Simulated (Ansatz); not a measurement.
## Run report: WH6ClOF, geometry relaxation (part 2 of 2)

WH6ClOF; RKS PBE0-D4/def2-SVP (Ansatz 0.2.0). The input holds or restrains some coordinates. It belongs to a series of runs on one base structure; here: pulled along the bonds that form and break, towards end A.

Geometry of the input (Å):
```
W  0.0000  0.0000  0.0000
Cl 0.0000  0.0000  2.7400
F  1.8500  0.0000  0.0000
H  0.0000  1.7200  0.0000
H  -1.7200  0.0000  0.0000
H  0.0000  -1.7200  0.0000
H  0.0000  0.0000  -1.7200
O  1.4721  1.5335  0.7063
H  2.2027  1.0805  1.2365
H  1.0390  1.0824  1.9242
```

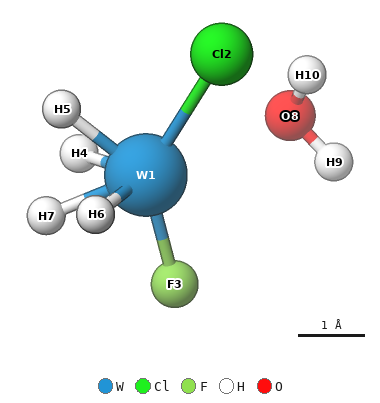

*The geometry at step 11 of the log (ball-and-stick view, seen at a tilt; atoms are numbered from 1 in the order of the input).*

**Trajectory as extended XYZ, continued**
```
10
Properties=species:S:1:pos:R:3:forces:R:3 step=3 energy=-19188.41055
W    -0.0912   -0.1799    0.1628    5.0719   3.5929   4.9277
Cl   -0.1808   -0.1939    2.6843   -0.2513  -0.0559  -1.9160
F     1.8392   -0.0929   -0.0573   -1.3297  -2.5004  -1.4957
H    -0.0213    1.7151   -0.0599   -0.7060  -1.2732  -1.9816
H    -1.7471    0.0046   -0.0097   -0.8947   0.4233  -0.7155
H    -0.0250   -1.7724   -0.0572   -0.6377  -2.0608  -2.4835
H    -0.0122   -0.0038   -1.6851   -0.6797  -0.3940   1.7667
O     1.6160    1.7953    0.9529   -0.4530  -0.6148   3.7338
H     2.2514    1.0787    1.2053    1.4724   0.8431  -2.1872
H     1.2148    1.3456    1.7509   -1.5922   2.0397   0.3512
10
Properties=species:S:1:pos:R:3:forces:R:3 step=4 energy=-19189.90271
W    -0.1048   -0.2316    0.2543    4.0716   3.1609   2.6874
Cl   -0.2523   -0.2745    2.6504   -0.3339  -0.0151  -1.2361
F     1.7988   -0.1222   -0.0762   -1.6035  -1.2753  -0.5398
H    -0.0308    1.6519   -0.1127   -0.5624  -1.9843  -1.2577
H    -1.7618    0.0232   -0.0383   -0.1546   0.3261  -0.5946
H    -0.0385   -1.8187   -0.1407   -0.5726  -1.0114  -2.0652
H    -0.0400   -0.0234   -1.6181   -0.7699  -0.4587   1.8519
O     1.7307    1.9158    1.0569    0.8563  -1.6745   1.3164
H     2.2996    1.0933    1.1529    0.6660   1.7071  -1.6032
H     1.2428    1.4826    1.7584   -1.5970   1.2252   1.4407
10
Properties=species:S:1:pos:R:3:forces:R:3 step=5 energy=-19191.58203
W    -0.0613   -0.2349    0.3062    2.4026   1.4146   1.4855
Cl   -0.3000   -0.2985    2.6523   -0.4050   0.0255  -0.7599
F     1.7803   -0.1675   -0.0964   -0.7022  -0.5215  -0.3685
H    -0.0780    1.4868   -0.2050   -0.4948  -1.6987  -0.8246
H    -1.7240    0.0457   -0.0807    0.3919   0.1140  -0.3292
H    -0.0952   -1.8190   -0.2958   -0.6538   0.3205  -1.1870
H    -0.1147   -0.0620   -1.4849   -0.5875  -0.2450   1.2912
O     1.8439    2.0166    1.1735    0.2090  -3.0295   0.9370
H     2.3558    1.1413    1.1021   -0.0756   2.3066  -0.5634
H     1.2370    1.5879    1.8157   -0.0846   1.3135   0.3191
10
Properties=species:S:1:pos:R:3:forces:R:3 step=6 energy=-19192.56778
W     0.0077   -0.2492    0.3410    0.8391   0.6139   0.7605
Cl   -0.3381   -0.2676    2.6782   -0.3655   0.0388  -0.7654
F     1.8012   -0.2032   -0.1459    0.0207  -0.2384  -0.4522
H    -0.1407    1.3352   -0.3102   -0.2826  -1.1390  -0.3685
H    -1.6495    0.0458   -0.1030    0.6217  -0.0567  -0.0263
H    -0.1826   -1.7664   -0.4170   -0.4986   0.6523  -0.4247
H    -0.1784   -0.0784   -1.3768   -0.3584  -0.1532   0.7774
O     1.8837    2.0499    1.2576   -0.3434  -2.7310   0.6788
H     2.4064    1.2092    1.0871   -0.2842   1.8374  -0.0267
H     1.2340    1.6211    1.8760    0.6511   1.1758  -0.1530
10
Properties=species:S:1:pos:R:3:forces:R:3 step=7 energy=-19193.18165
W     0.0797   -0.2853    0.3457   -0.0604   0.1304   0.6567
Cl   -0.4029   -0.1944    2.6680   -0.2082  -0.0103  -0.8773
F     1.8288   -0.2377   -0.2628    0.3472  -0.0625  -0.4195
H    -0.1918    1.1719   -0.4033   -0.0627  -0.2638  -0.1387
H    -1.5495    0.0195   -0.1032    0.3832  -0.1057   0.1977
H    -0.2993   -1.6999   -0.5165   -0.1927   0.4462   0.1093
H    -0.2492   -0.1123   -1.2938   -0.1612  -0.1115   0.1970
O     1.8789    2.0711    1.3270   -0.6300  -1.9964   0.7800
H     2.4596    1.3026    1.1019   -0.3859   1.0741   0.2038
H     1.2896    1.6609    2.0240    0.9707   0.8994  -0.7089
10
Properties=species:S:1:pos:R:3:forces:R:3 step=8 energy=-19193.44314
W     0.1483   -0.3034    0.3059   -0.3411   0.5684   0.4645
Cl   -0.4835   -0.1187    2.5852    0.0469  -0.0915  -0.9191
F     1.8505   -0.1585   -0.4452    0.1389  -0.1241  -0.1729
H    -0.1781    1.1008   -0.5162   -0.0192  -0.2087   0.0146
H    -1.4919    0.0165   -0.0237    0.2980  -0.0788   0.2233
H    -0.3687   -1.6891   -0.4989    0.0038   0.0570   0.1796
H    -0.3584   -0.2319   -1.2756   -0.0373   0.0454   0.0758
O     1.8710    2.0653    1.4135   -0.5627  -1.4603   0.6291
H     2.5107    1.3581    1.1931   -0.2384   0.6286   0.1505
H     1.3439    1.6573    2.1488    0.7111   0.6640  -0.6453
10
Properties=species:S:1:pos:R:3:forces:R:3 step=9 energy=-19193.58296
W     0.1772   -0.2845    0.2375   -0.2032   0.6329   0.7620
Cl   -0.5130   -0.0630    2.4916    0.2046  -0.1577  -0.7946
F     1.8374   -0.1493   -0.6207   -0.0047  -0.1066  -0.0640
H    -0.1950    1.0588   -0.6494   -0.0806  -0.0788  -0.0328
H    -1.4760    0.0236    0.0451    0.1852  -0.0100   0.0127
H    -0.3727   -1.7227   -0.4343    0.0277   0.0034   0.1092
H    -0.4694   -0.3082   -1.2864    0.0297   0.0231   0.0391
O     1.8547    2.0483    1.4860   -0.2663  -1.3893   0.4901
H     2.6064    1.4365    1.3503   -0.3589   0.5537   0.0968
H     1.3944    1.6570    2.2672    0.4665   0.5293  -0.6186
10
Properties=species:S:1:pos:R:3:forces:R:3 step=10 energy=-19193.66370
W     0.1788   -0.2447    0.1907    0.2043   0.5624   0.7597
Cl   -0.4440   -0.0616    2.4628    0.0469  -0.1686  -0.6717
F     1.7898   -0.2706   -0.7722   -0.0666  -0.0373   0.0484
H    -0.2417    1.0566   -0.7328   -0.0838   0.0220  -0.0871
H    -1.4768    0.0133    0.0117    0.0794  -0.0628   0.0740
H    -0.3962   -1.7185   -0.3683   -0.0243   0.0761   0.0649
H    -0.4925   -0.3454   -1.3177    0.0035  -0.0103   0.0308
O     1.8318    2.0355    1.5472   -0.0874  -1.2079   0.4375
H     2.6654    1.5282    1.4811   -0.4462   0.4501   0.0925
H     1.4291    1.7036    2.3845    0.3742   0.3764  -0.7491
10
Properties=species:S:1:pos:R:3:forces:R:3 step=11 energy=-19193.72400
W     0.1827   -0.1918    0.1519    0.1513   0.6455   0.8589
Cl   -0.4274   -0.0882    2.4335    0.0586  -0.1106  -0.6763
F     1.7676   -0.3573   -0.8338   -0.0072  -0.0862  -0.0343
H    -0.3309    1.0702   -0.7972   -0.0060   0.0378   0.0443
H    -1.4909   -0.0529    0.0117    0.1043  -0.1039  -0.0699
H    -0.4459   -1.6766   -0.2956    0.0497   0.1068   0.0177
H    -0.4714   -0.3604   -1.3610   -0.1050  -0.0770   0.1186
O     1.8675    2.0182    1.5729   -0.2607  -0.9371   0.3427
H     2.7646    1.6413    1.6128   -0.4111   0.2158   0.0449
H     1.4278    1.6938    2.3919    0.4261   0.3090  -0.6466
10
Properties=species:S:1:pos:R:3:forces:R:3 step=12 energy=-19193.78355
W     0.2046   -0.1130    0.1162    0.0440   0.5072   0.5135
Cl   -0.4129   -0.1073    2.4011    0.1399  -0.0770  -0.6703
F     1.7300   -0.5437   -0.8958   -0.0420   0.0105   0.2116
H    -0.3862    1.1421   -0.8082   -0.0338   0.0894   0.0842
H    -1.4731   -0.1535    0.0041    0.2070  -0.0207  -0.0189
H    -0.4377   -1.5996   -0.2582    0.0389   0.0788   0.0177
H    -0.4779   -0.3670   -1.3697   -0.0823  -0.1307   0.1701
O     1.8849    2.0426    1.6119   -0.4982  -0.8464   0.1942
H     2.7897    1.7017    1.6782   -0.2190   0.0949   0.0774
H     1.4223    1.6941    2.4074    0.4456   0.2940  -0.5795
10
Properties=species:S:1:pos:R:3:forces:R:3 step=13 energy=-19193.77860
W     0.2064   -0.0237    0.0490   -0.2200  -0.1888   0.4151
Cl   -0.4076   -0.1197    2.3391    0.2687   0.0391  -0.7641
F     1.7023   -0.6929   -0.8950   -0.1821   0.3116   0.3486
H    -0.4797    1.2521   -0.8043   -0.0273  -0.0541  -0.0038
H    -1.4561   -0.2607   -0.0349    0.3024   0.2864   0.1344
H    -0.4250   -1.5175   -0.2451    0.0641  -0.0647   0.0830
H    -0.5424   -0.4662   -1.3660    0.1577   0.1431   0.1293
O     1.9352    2.0297    1.6315   -0.1986  -0.8623   0.3156
H     2.8740    1.8212    1.8086   -0.7021   0.0746  -0.0683
H     1.4367    1.6741    2.4043    0.5371   0.3151  -0.5897
10
Properties=species:S:1:pos:R:3:forces:R:3 step=14 energy=-19193.79825
W     0.1830   -0.0776    0.0647   -0.1931   0.8793   1.3835
Cl   -0.4186   -0.0926    2.3537    0.1167  -0.0551  -0.6941
F     1.7228   -0.5363   -0.8641    0.4573  -0.2609  -0.3564
H    -0.4608    1.1888   -0.8190   -0.0755  -0.0433  -0.0273
H    -1.4778   -0.1828   -0.0520   -0.0650  -0.0967   0.0997
H    -0.4070   -1.5915   -0.2388   -0.0789  -0.0198  -0.0203
H    -0.5564   -0.4637   -1.3606    0.1869   0.0213  -0.0554
O     1.9358    1.9860    1.6055   -0.2227  -0.7895   0.4684
H     2.8742    1.7898    1.7922   -0.6308   0.0713  -0.1132
H     1.4486    1.6763    2.4054    0.5050   0.2934  -0.6848
10
Properties=species:S:1:pos:R:3:forces:R:3 step=15 energy=-19193.80165
W     0.1993   -0.0118    0.0298    0.2160   0.2544   1.0003
Cl   -0.3602   -0.1476    2.3267    0.1365   0.1005  -0.6883
F     1.7259   -0.5276   -0.9324    0.0445  -0.0427   0.0574
H    -0.5724    1.1896   -0.8400   -0.0367   0.0880   0.0295
H    -1.4414   -0.1866   -0.0993   -0.1226   0.0290   0.0828
H    -0.4596   -1.5305   -0.0557    0.1277   0.0754  -0.1782
H    -0.4823   -0.4995   -1.3916   -0.0023  -0.0886   0.0309
O     1.9678    2.0084    1.6154   -0.8837  -0.6666   0.3135
H     2.8441    1.6955    1.8584    0.2440  -0.0370  -0.1181
H     1.4227    1.7066    2.3756    0.2764   0.2877  -0.5300
10
Properties=species:S:1:pos:R:3:forces:R:3 step=16 energy=-19193.81587
W     0.2039   -0.0271    0.0506   -0.0443   0.4335   1.2060
Cl   -0.4402   -0.0562    2.3278    0.2421  -0.0660  -0.7268
F     1.7525   -0.6077   -0.8391    0.0506   0.0752  -0.0169
H    -0.5573    1.2282   -0.7668    0.0737  -0.0623  -0.0308
H    -1.4424   -0.2611   -0.0069   -0.0099   0.0729  -0.1338
H    -0.3887   -1.5453   -0.2417    0.0762   0.0489   0.0470
H    -0.4913   -0.4352   -1.3880   -0.0735  -0.0507   0.0070
O     1.9369    2.0346    1.6215   -0.6327  -0.8125   0.2226
H     2.8271    1.6714    1.7270   -0.0952   0.0620   0.0150
H     1.4432    1.6949    2.4026    0.4129   0.2990  -0.5894
10
Properties=species:S:1:pos:R:3:forces:R:3 step=17 energy=-19193.80163 accepted=F
W     0.1736   -0.0316    0.0515    0.2841   0.4196   0.9301
Cl   -0.4234   -0.0883    2.3403    0.1479  -0.0045  -0.7392
F     1.7287   -0.5603   -0.8604   -0.0788   0.0170   0.0338
H    -0.5686    1.2034   -0.8059    0.0122  -0.0235  -0.0164
H    -1.4780   -0.2268   -0.0601    0.0178  -0.0275   0.0620
H    -0.3975   -1.5574   -0.2200   -0.0223  -0.0055   0.0406
H    -0.5213   -0.4829   -1.3770    0.0399   0.0362  -0.0120
O     1.9817    1.9862    1.5935    0.2794  -0.9364   0.7314
H     2.9093    1.7686    1.8645   -1.1806   0.2160  -0.4180
H     1.4393    1.6853    2.3607    0.5003   0.3087  -0.6122
10
Properties=species:S:1:pos:R:3:forces:R:3 step=18 energy=-19193.83160
W     0.1844   -0.0142    0.0502    0.2567   0.4727   1.0310
Cl   -0.4286   -0.0564    2.3345    0.1688  -0.0297  -0.6967
F     1.7368   -0.5233   -0.8765   -0.0157   0.0097   0.0533
H    -0.5639    1.2036   -0.8261   -0.0226  -0.0399  -0.0108
H    -1.4628   -0.2370   -0.0366   -0.0144  -0.0185  -0.0068
H    -0.3623   -1.5539   -0.1976   -0.0279   0.0115   0.0102
H    -0.5116   -0.4865   -1.3678    0.0045   0.0211  -0.0274
O     1.9648    2.0046    1.6216   -0.7953  -0.6946   0.2743
H     2.8474    1.6494    1.7841   -0.0133   0.0065  -0.0109
H     1.4397    1.7101    2.4013    0.4591   0.2613  -0.6161
```

**Results in brief**

| quantity | value |
| --- | --- |
| outcome | converged under the restraints of the input |
| total energy | −19193.8316 eV |
| mean-field energy | −19193.6543 eV |
| largest force (length of the vector) at the end, held atoms and coordinates included | 1.163 eV/Å |
| hardware | 2 threads of Arm Neoverse N1, 54 GiB of memory available, shared host |
| wall time | 2.3 min (CPU time 4.3 min) |
| peak memory | 0.25 GiB |
